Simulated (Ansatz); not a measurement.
**H4O4Si (SMILES O[Si](O)(O)O): density, localisation and related maps**

Input

```
crystal:
  periodic: [false, false, false]
  atoms:
    - {symbol: O, position_ang: [-0.969063, 0.776327, -1.057561]}
    - {symbol: Si, position_ang: [-0.000026, -0.000002, -0.000043]}
    - {symbol: O, position_ang: [1.527557, 0.433665, -0.372193]}
    - {symbol: O, position_ang: [-0.043146, -1.629307, -0.059865]}
    - {symbol: O, position_ang: [-0.515439, 0.419344, 1.489445]}
    - {symbol: H, position_ang: [-0.639600, 0.869499, -1.952410]}
    - {symbol: H, position_ang: [2.226326, -0.134855, -0.045880]}
    - {symbol: H, position_ang: [-0.768247, -2.056200, 0.398349]}
    - {symbol: H, position_ang: [-0.818362, 1.321538, 1.600168]}
basis:
  gaussian: {orbitals: def2-TZVPP}
hamiltonian: {xc: pbe0, dispersion: d4}
output: {orbitals: {seedname: orbitals}}
```

Launched as:

```sh
ansatz run in.yaml --threads 2 --pin off --events-out ev --progress --plain --max-ram 32768MiB --backend cpu
```

Geometry: PBE0-D4/def2-TZVP.

Theory: Ansatz, RKS PBE0-D4/def2-TZVPP.

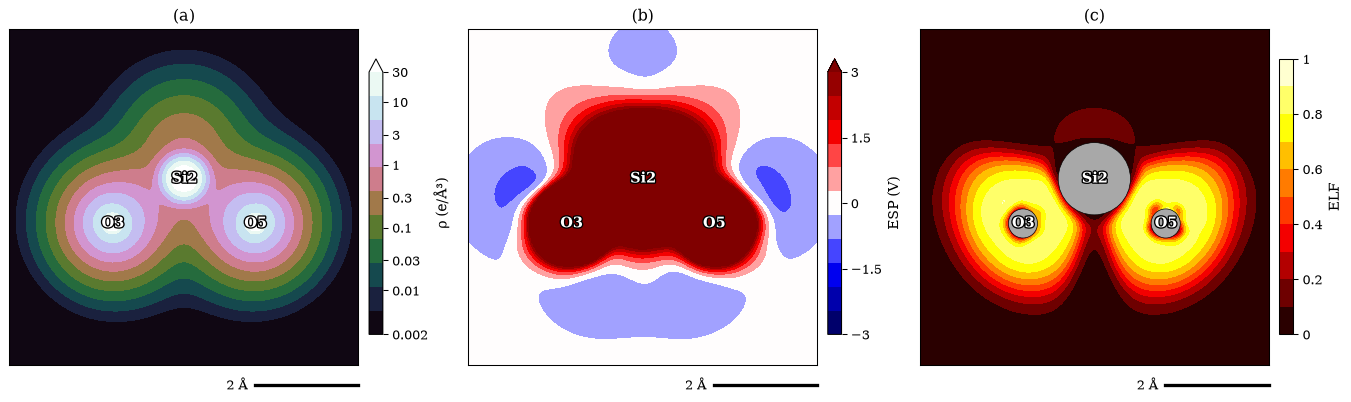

Figure 1. (a) total electron density; (b) molecular electrostatic potential; (c) ELF on the plane of atoms O3, Si2 and O5. Grey discs cover the atomic cores in the ELF map.

Q: What do the fields say about this system?

A:
- The section cuts through Si and O sites.
- Si–O (1.63 Å): ρ at the midpoint is about 1.2 e/Å³; the ELF peaks at about 0.85 between the atoms, as expected for a shared but strongly polarised pair.
- The ELF also peaks beside O3 and O5, away from the bonds: lone-pair regions.
- Outside the dense part of the molecule the potential is most negative (−1.0 V) near O3 and O5.

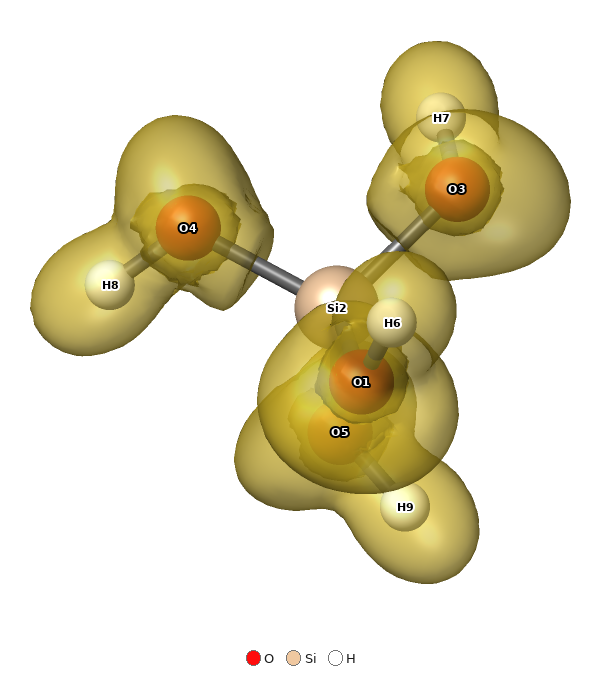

Figure 2. Isosurface of the ELF at 0.75 (yellow), seen at an oblique angle. Only the valence region is drawn (cores and ρ < 0.01 e/Å³ removed).

Q: Describe the localisation domains.

A: The surface consists of four joined regions spread over several atoms (H, O), in which their bonds and any lone pairs are merged. Along the contacts the grid gives the following. O–H (0.96 Å): the ELF climbs to about 1 towards the hydrogen, as it does in any bond to H (a covalent bond by its length).

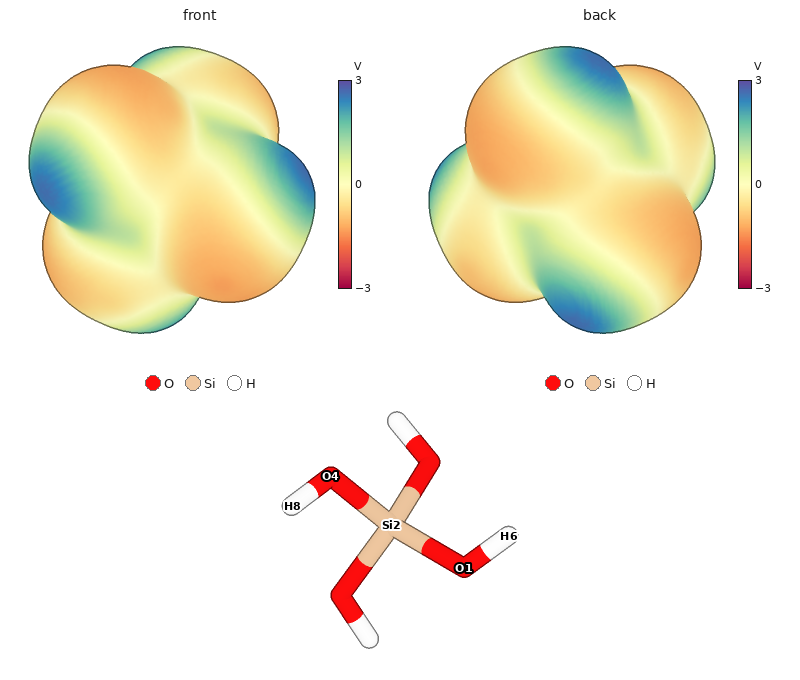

Figure 3. The electrostatic potential painted on the density surface at 0.002 e/bohr³, seen from the front and from behind; red is negative and blue positive. The bare structure is drawn below in the same view.

Q: Which sites attract a positive test charge, and which a negative one?

A: A positive charge is drawn to the negative regions and a negative charge to the positive ones. The most negative region (about −1.3 V, or −30 kcal/mol for a unit charge) lies over O1, O3, O4 and O5, the most positive (about +2.6 V, or +60 kcal/mol for a unit charge) over H6, H7, H8 and H9.
